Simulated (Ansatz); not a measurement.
# revPBE/def2-SVP (core potential) run of C2H8OSn (SMILES [CH3][SnH]([CH3])[OH])

What is the electronic atomisation energy of C2H8OSn at revPBE/def2-SVP (core potential)? 

The results are computed with Ansatz 0.2.0.

26 further runs of the same task are left out: 26 set aside as unsound or not needed. Runs told in other sessions of the task aren't counted.

### Step 1. The molecule

The species is C2H8OSn (12 atoms), meant as a singlet with charge 0. SMILES: `[CH3][SnH]([CH3])[OH]`. The coordinates come from a PBE0-D4/def2-TZVP relaxation. This is one conformer, not always the lowest.

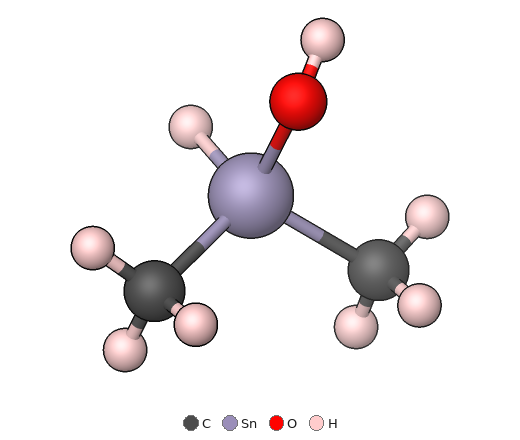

Viewed from a chosen angle; carbon dark grey, tin purple, oxygen red, hydrogen pink.

### Step 2. The energy at revPBE/def2-SVP (core potential)

The input, run.yaml:

```yaml
crystal:
  periodic: [false, false, false]
  atoms:
    - {symbol: C, position_ang: [-0.737300, 1.161600, -1.330200]}
    - {symbol: Sn, position_ang: [-0.473900, -0.166600, 0.310700]}
    - {symbol: C, position_ang: [1.517400, -0.173800, 1.086500]}
    - {symbol: O, position_ang: [-0.798900, -1.938100, -0.509600]}
    - {symbol: H, position_ang: [-1.759600, 1.088500, -1.700500]}
    - {symbol: H, position_ang: [-0.537700, 2.191200, -1.031000]}
    - {symbol: H, position_ang: [-0.050000, 0.883400, -2.129700]}
    - {symbol: H, position_ang: [-1.637800, 0.046600, 1.558200]}
    - {symbol: H, position_ang: [1.775800, 0.808400, 1.485200]}
    - {symbol: H, position_ang: [1.607000, -0.911900, 1.883800]}
    - {symbol: H, position_ang: [2.214500, -0.428400, 0.287800]}
    - {symbol: H, position_ang: [-1.042500, -2.616300, 0.122900]}
basis:
  gaussian:
    orbitals: def2-SVP
accuracy: high
output: {orbitals: {seedname: orbitals}}
hamiltonian:
  xc: {name: revPBE}
```

On the command line:

```console
$ ansatz run run.yaml --threads 1 --pin off --max-ram 2610MiB --events-out events.jsonl --progress --plain --runs-dir runs
```

What it wrote:

```text
Warning: RAYON_NUM_THREADS=1 ignored (pool sized by the plan → 1); use --threads N
Functional definition: revPBE
  name "revPBE"
  parameter kappa = 1.245
  parameter beta = 0.06672455060314922
  exchange = pbe_x(kappa = kappa, mu = beta*pi^2/3)
  correlation = pbe_c(beta = beta)
2661 factors; integrals over basis functions are off by at most 9.5e-9 eV
mean field evaluation 1: about -10061.3503 eV, gradient 9.0e1 eV
mean field evaluation 2: about -9996.9339 eV, gradient 1.8e2 eV
mean field evaluation 4: about -10079.1427 eV, gradient 1.4e1 eV
mean field evaluation 8: about -10079.5483 eV, gradient 5.1e-1 eV
mean field evaluation 16: about -10079.5489 eV, gradient 5.8e-5 eV
mean field -10079.54890601 eV, -370.4165901321 hartree, gradient 6.1e-9 eV, S^2 0.000000; 0 other end points of the search recorded, 0 dependent functions left out
reference -10079.54891123 eV, -370.4165903241 hartree; 25, 25 occupied and 83, 83 virtual orbitals, 2661 factors
Total energy: -10079.54891123 eV, -370.4165903241 hartree
```

Run time: 13 s. Hardware: 1 thread of Arm Neoverse V1, shared host; peak memory 0.34 GiB.

### Step 3. The C atom at the same level

The input, input.yaml:

```yaml
crystal:
  periodic: [false, false, false]
  atoms:
    - symbol: C
      position_ang: [0.000000, 0.000000, 0.000000]
basis:
  gaussian:
    orbitals: def2-SVP
magnetization:
  spin_polarized: true
  initial_magnetization: 2
hamiltonian:
  xc: {name: revPBE}
accuracy: high
```

Run the same way, it converges to -37.80104 Eh (log not shown).

### Step 4. The H atom at the same level

The input, input.yaml:

```yaml
crystal:
  periodic: [false, false, false]
  atoms:
    - {symbol: H, position_ang: [0.000000, 0.000000, 0.000000]}
basis:
  gaussian:
    orbitals: def2-SVP
magnetization:
  spin_polarized: true
  initial_magnetization: 1
hamiltonian:
  xc: {name: revPBE}
accuracy: high
```

Run the same way, it converges to -0.50319 Eh (log not shown).

### Step 5. The O atom, same level

The input, run.yaml:

```yaml
crystal:
  periodic: [false, false, false]
  atoms:
    - {symbol: O, position_ang: [0.000000, 0.000000, 0.000000]}
basis:
  gaussian:
    orbitals: def2-SVP
hamiltonian:
  xc: {name: revPBE}
accuracy: high
magnetization:
  spin_polarized: true
  initial_magnetization: 2
```

Run the same way, it converges to -74.97644 Eh (log not shown).

### Step 6. The Sn atom at the same level

The input, run.yaml:

```yaml
crystal:
  periodic: [false, false, false]
  atoms:
    - {symbol: Sn, position_ang: [0.000000, 0.000000, 0.000000]}
basis:
  gaussian:
    orbitals: def2-SVP
magnetization:
  spin_polarized: true
  initial_magnetization: 2
hamiltonian:
  xc: {name: revPBE}
accuracy: high
```

Run the same way, it converges to -214.29797 Eh (log not shown).

### Step 7. Summary of results

Level: revPBE/def2-SVP (core potential).

| quantity | value |
| --- | --- |
| molecule: total energy | -370.41659 Eh |
| molecule: HOMO energy | -5.79 eV |
| molecule: LUMO energy | -0.11 eV |
| molecule: HOMO–LUMO gap | 5.68 eV |
| C atom: total energy | -37.80104 Eh |
| C atom: ⟨S²⟩ | 2.002 |
| H atom: total energy | -0.50319 Eh |
| H atom: ⟨S²⟩ | 0.750 |
| O atom: total energy | -74.97644 Eh |
| O atom: ⟨S²⟩ | 2.002 |
| Sn atom: total energy | -214.29797 Eh |
| Sn atom: ⟨S²⟩ | 2.002 |
| electronic atomisation energy | 41.213 eV |

In words: Taking the molecule apart into free atoms costs 41.21 eV (950 kcal/mol), before zero-point energy and without spin-orbit coupling.
